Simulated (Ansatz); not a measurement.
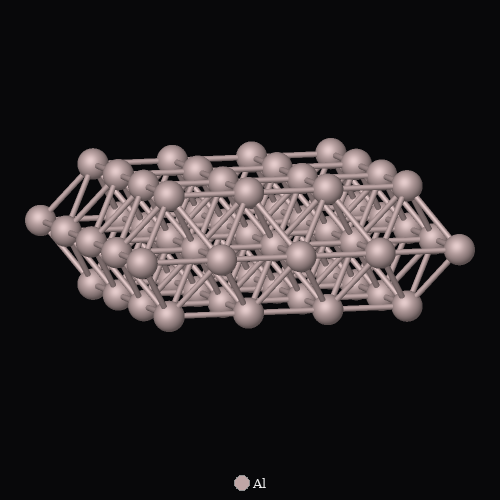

The system is H on an Al(100) slab cut from the Fm-3m phase, its upper half relaxed before the scan (12 atoms of substrate and one adsorbate in a 2 × 2 cell); the picture shows it without the atoms that are moved over the map. H is moved along a line over the surface and along the normal, above a rigid substrate. The first coordinate is: position of H13 along the diagonal of the surface cell, from above Al9; the second: height of H13 above the plane of Al9. Grid: 6 × 8 points; 25 points were computed and 12 follow by symmetry. At 11 points there is no value (left out of the scan, as a rule where atoms come close). Points are written as (first, second). Energies: eV, counted from the lowest grid point. The runs have no spin polarisation, so an open-shell adsorbate far from the surface lies too high. The calculation used Ansatz 0.2.0, DFT PBEsol, scalar-relativistic, plane waves, PAW. Settings: cutoff 420 eV, k-mesh 5×5×1, gaussian smearing 0.1 eV, no spin polarisation.

Range: position of H13 along the diagonal of the surface cell from 0.00 to 3.35 Å; height of H13 above the plane of Al9 from −0.30 to 3.27 Å.

> What will the energy surface look like?

The lowest grid point is at (1.34 Å, 1.18 Å) [nearest 1 Al at 1.78 Å]. Other grid points that lie below all their neighbours: (0.00 Å, 1.67 Å) [nearest 1 Al at 1.67 Å] (0.09 eV higher). The highest grid point, (2.01 Å, 3.27 Å) [nearest 4 Al at 3.84 Å], lies 2.52 eV above the lowest.

```tsv
second ↓, first →	0.00	0.67	1.34	2.01	2.68	3.35
3.27	2.44	2.46	2.50	2.52	2.50	2.46
2.57	1.60	1.67	1.82	1.90	1.82	1.67
2.07	0.68	0.82	1.12	1.29	1.12	0.82
1.67	0.09	0.16	0.51	0.77	0.51	0.16
1.18	2.16	0.62	0.00	0.26	0.00	0.62
0.69	–	–	0.24	0.08	0.24	–
0.19	–	–	1.16	0.27	1.16	–
−0.30	–	–	–	0.49	–	–
```

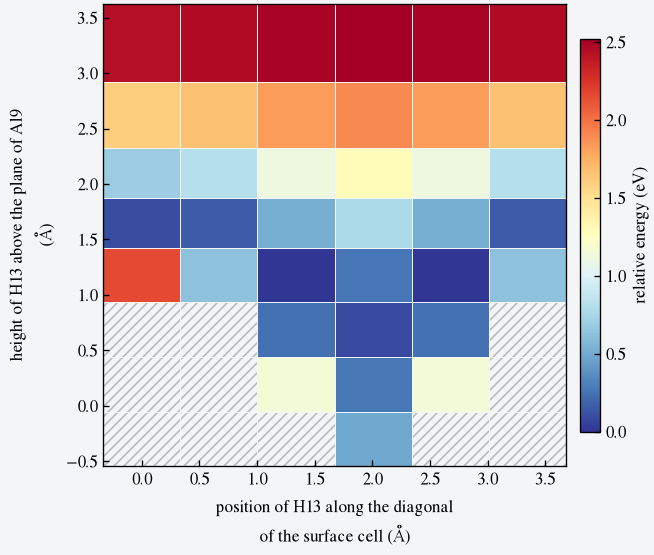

The picture shows one coloured cell a grid point, hatched blanks where no value was computed.

Each point was launched as `ansatz run input.yaml --threads 1 --pin off --max-ram 3072MiB --backend cpu --events-out ev --progress --plain --runs-dir out`. Time for the 25 points that were run: 5.1 min on 1 thread of Intel(R) Xeon(R) Platinum 8259CL CPU @ 2.50GHz (Skylake/Cascade Lake), on a shared host.
